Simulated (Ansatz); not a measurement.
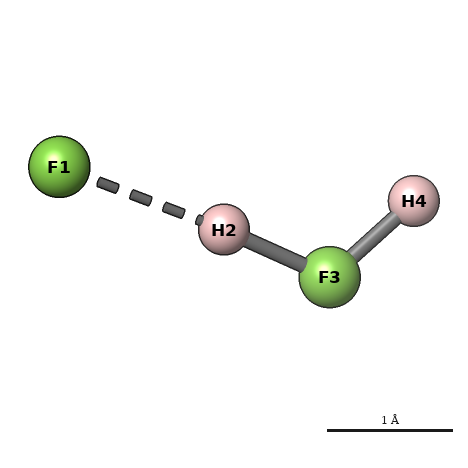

Source: calculation with Ansatz.

Broken lines mark hydrogen bonds. The species has charge +1 and is a spin doublet. Geometry: a fixed input geometry, not necessarily a minimum.

Give donor, acceptor, H···A distance and D–H···A angle of each hydrogen bond.

```
   D–H···A  D–H (Å)  H···A (Å)  angle (°)            kind
F3–H2···F1     0.98       1.49        177  intermolecular
```
